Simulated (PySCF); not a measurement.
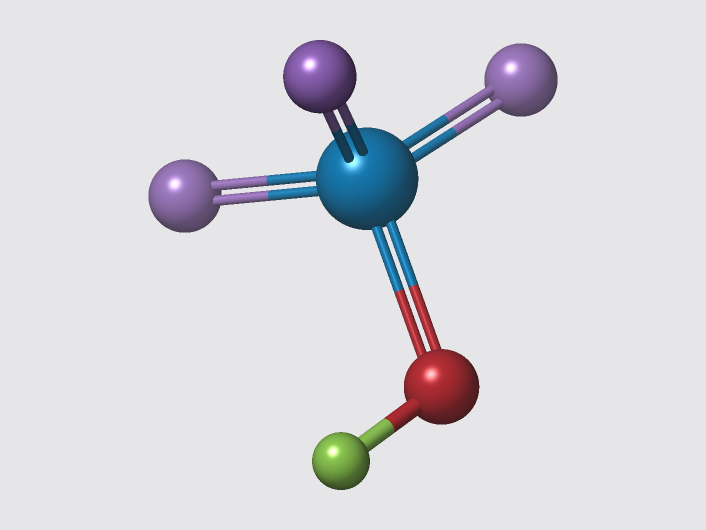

A ball-and-stick model of a molecule. Double and triple bonds are drawn as two and three sticks. Colours: iron blue, oxygen purple, nitrogen red, hydrogen green.

The species is neutral and a spin singlet.

**Which formula does it have?**

FeHNO₃, 6 atoms: 1 iron, 1 hydrogen, 1 nitrogen and 3 oxygen.

**Write the SMILES.**

[NH]=[Fe](=[O])(=[O])=[O]

**Count the bonded pairs by element.**

3 Fe–O, 1 Fe–N, 1 N–H.

More results for the same structure follow; atom numbers are the same in all pictures, views and colours differ. The geometry was computed by an optimisation with PBE0-D3(BJ)/def2-SVP. No frequency run is at hand to confirm it as a minimum.

### Metal centre

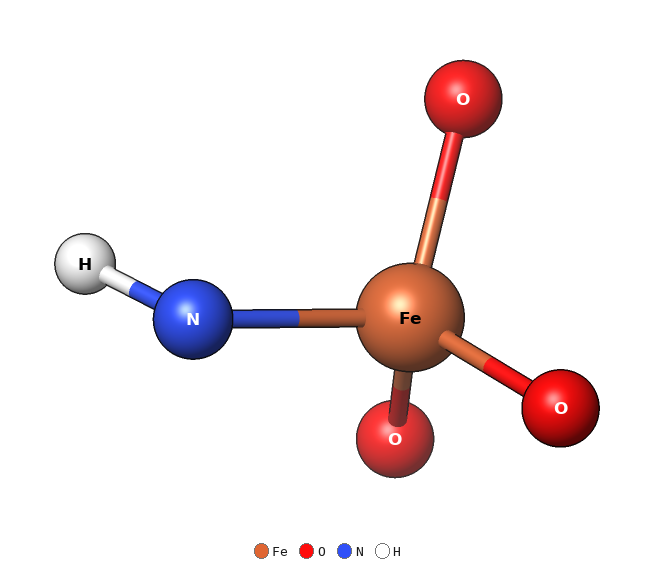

No frequency run is at hand to confirm it as a minimum.

**Describe the coordination sphere.**

Fe binds 4 atoms: 3 O at 1.54–1.57 Å, 1 N at 1.64 Å. The arrangement is tetrahedral.

**Give the formal oxidation state and the d-electron count.**

Fe(VIII), d⁰, counting the ligands as closed-shell ions or neutral donors.

### Levels of theory compared

No frequency run is at hand to confirm it as a minimum. Program: PySCF 2.14.0.

Tabulate HOMO–LUMO gap (eV) at these levels: B3LYP/pcSseg-1 (pcSseg-2 on Fe); CAM-B3LYP/def2-SVPD; PBE/pcJ-1 (pcSseg-1 on Fe); PBE/pcSseg-1 (pcSseg-2 on Fe); PBE0/pcSseg-1 (pcSseg-2 on Fe).

```csv
level,HOMO–LUMO gap (eV)
B3LYP/pcSseg-1 (pcSseg-2 on Fe),2.44
CAM-B3LYP/def2-SVPD,5.08
PBE/pcJ-1 (pcSseg-1 on Fe),0.95
PBE/pcSseg-1 (pcSseg-2 on Fe),1.00
PBE0/pcSseg-1 (pcSseg-2 on Fe),2.82
```

The run warned: near a triplet instability: FC and SD terms are unreliable.

### Core levels

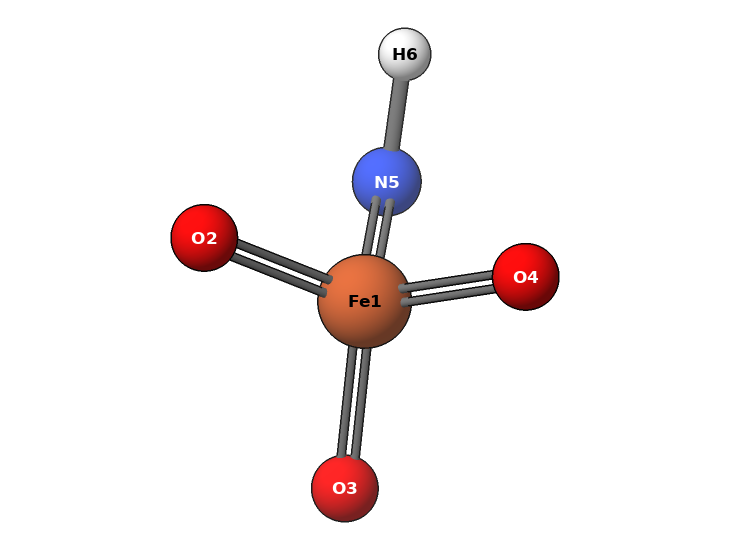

No frequency run is at hand to confirm it as a minimum. Method: delta-SCF UKS SCAN, pcX-2 on the ionised atom (unc-x2c-TZVPall on a metal), pcseg-1 elsewhere, spin-free X2C (PySCF 2.14.0).

Give the core-electron binding energies (to vacuum; p and d levels without spin–orbit splitting) of Fe1 2p, O2 1s, N5 1s.

```
atom  level  binding energy (eV)
 Fe1     2p                724.4
  O2     1s                538.7
  N5     1s                406.2
```
